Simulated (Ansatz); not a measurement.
**CH5BrZn: density, localisation and related maps**

```yaml
atoms:
  - { symbol: Zn, position_ang: [0.3865, -0.4542, -0.0012] }
  - { symbol: Br, position_ang: [0.9513, 0.0655, 2.7015] }
  - { symbol: C, position_ang: [-0.8722, 0.5784, -1.0415] }
  - { symbol: H, position_ang: [1.4002, -0.9847, 1.5287] }
  - { symbol: H, position_ang: [1.4972, -1.5443, 0.5231] }
  - { symbol: H, position_ang: [-1.8555, 0.1049, -1.0105] }
  - { symbol: H, position_ang: [-0.5535, 0.6538, -2.0821] }
  - { symbol: H, position_ang: [-0.9539, 1.5805, -0.6181] }
```

A transition-state structure; geometry: PBE0-D4/def2-TZVP.

All numbers below come from Ansatz 0.2.0, RKS PBE0-D4/def2-TZVPP.

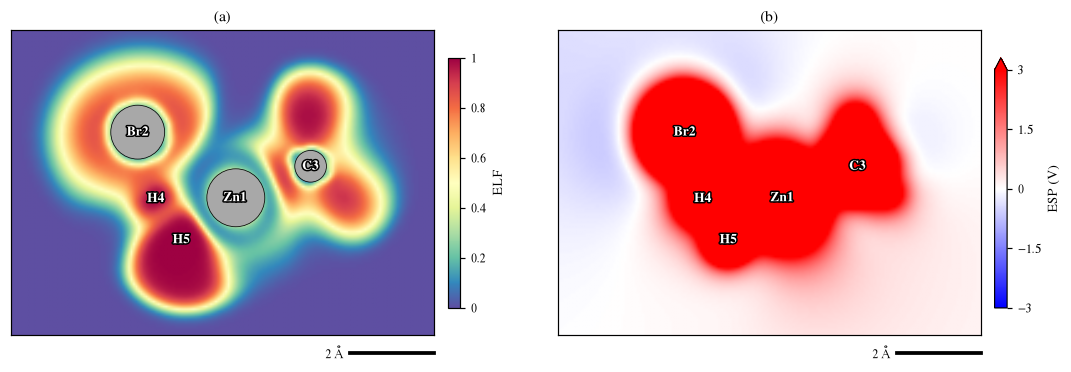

Figure 1. (a) electron localisation function; (b) electrostatic potential on the plane of atoms Br2, Zn1 and H4. Grey discs cover the atomic cores in the ELF map.

Q: What do the fields say about this system?

A:
- Atoms in the plane: Zn, Br, C and H.
- C–Zn (1.93 Å): the ELF peaks at about 0.90 in the valence shell of C, 0.7 Å from its nucleus, and is about 0.45 at the midpoint.
- Zn–Br (2.81 Å): the ELF peaks at about 0.75 in the valence shell of Br, 1.0 Å from its nucleus, and drops to about 0.10 between the two atoms.
- Br–H (1.64 Å): the ELF climbs to about 0.95 towards the hydrogen, as it does in any bond to H.
- Zn–H (1.64 Å): the ELF climbs to about 1 towards the hydrogen.
- The ELF also peaks beside Br2, away from the bonds: lone-pair regions.
- Outside the dense part of the molecule the potential is most negative (−0.6 V) near Br2.

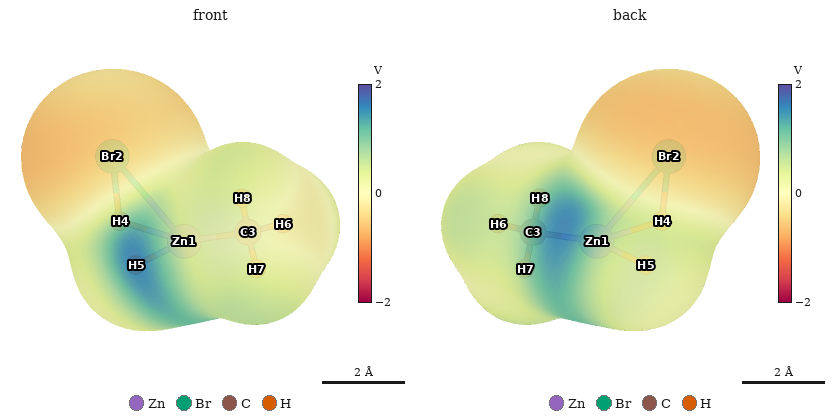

Figure 2. The electrostatic potential painted on the density surface at 0.001 e/bohr³, seen from the front and from behind; the colour scale runs from red (negative) to blue (positive).

Q: Where is the surface potential most negative and most positive?

A: The most negative region (about −0.6 V) lies over Br2, the most positive (about +1.6 V) over Zn1.

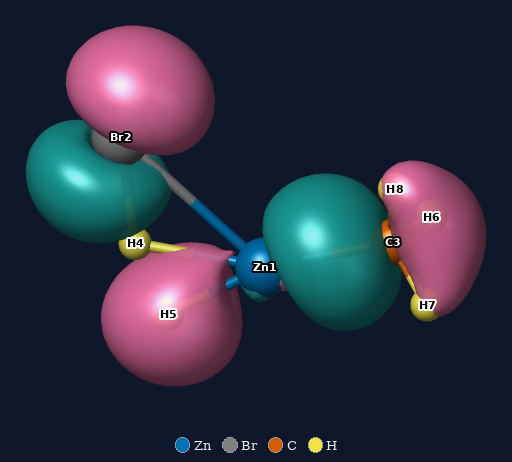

Figure 3. One frontier orbital at ±0.1 Å⁻³ᐟ² (teal and pink are the two phases), seen at a tilt.

Q: Which orbital is it: HOMO or LUMO?

A: The HOMO, at −7.92 eV. Its weight (Hirshfeld) is mainly on Br2 (about 35 %), C3 (about 20 %), H5 (about 15 %) and Zn1 (about 15 %).
